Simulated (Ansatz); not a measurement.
Reaction (SMILES): C=C=O → [CH-]=C=O + H+
B3LYP-D3(BJ)/def2-TZVP geometries, fixed; electronic energies without zero-point terms.
Largest species:
```xyz
5

C      0.0091     0.0017    -1.2056
C     -0.0008    -0.0001     0.1027
H      0.0282     0.9401    -1.7377
H     -0.0018    -0.9351    -1.7406
O     -0.0096    -0.0018     1.2620
```

Basis-set convergence of the deprotonation energy at CCSD(T) with Ansatz (a program for electronic structure). All functions are spherical. Cores are frozen. No added dispersion term, no relativity. Functions are those of the species that has most. Reference: Hartree-Fock in aug-cc-pVQZ plus the correlation part extrapolated as X^-3 from aug-cc-pVTZ and aug-cc-pVQZ, 372.32 kcal/mol, itself unsure by roughly 0.20 kcal/mol (a third of the extrapolation step and of the last Hartree-Fock step). Deviations are taken from unrounded values. Cost is core time over that of 6-311+G**, rough, on shared machines of one kind; a dash marks a row that isn't timed (too short, read off another run, short of memory, by another algorithm or on other hardware).

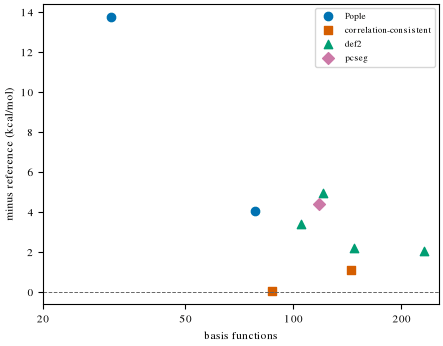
Fig. 1. Deviation from the reference against the number of basis functions, by family of sets.

| basis | functions | deprotonation energy (kcal/mol) | minus reference (kcal/mol) | cost |
|---|---|---|---|---|
| 6-31G | 31 | 386.05 | 13.73 | - |
| 6-311+G** | 78 | 376.38 | 4.06 | 1× |
| aug-cc-pVDZ | 87 | 372.38 | 0.06 | 2× |
| def2-TZVP | 105 | 375.72 | 3.40 | 2× |
| pcseg-2 | 118 | 376.72 | 4.40 | 3× |
| def2-TZVPP | 121 | 377.28 | 4.96 | 3× |
| jun-cc-pV(T+d)Z | 145 | 373.40 | 1.08 | 4× |
| def2-TZVPPD | 148 | 374.52 | 2.20 | 5× |
| def2-QZVPP | 231 | 374.38 | 2.06 | 20× |
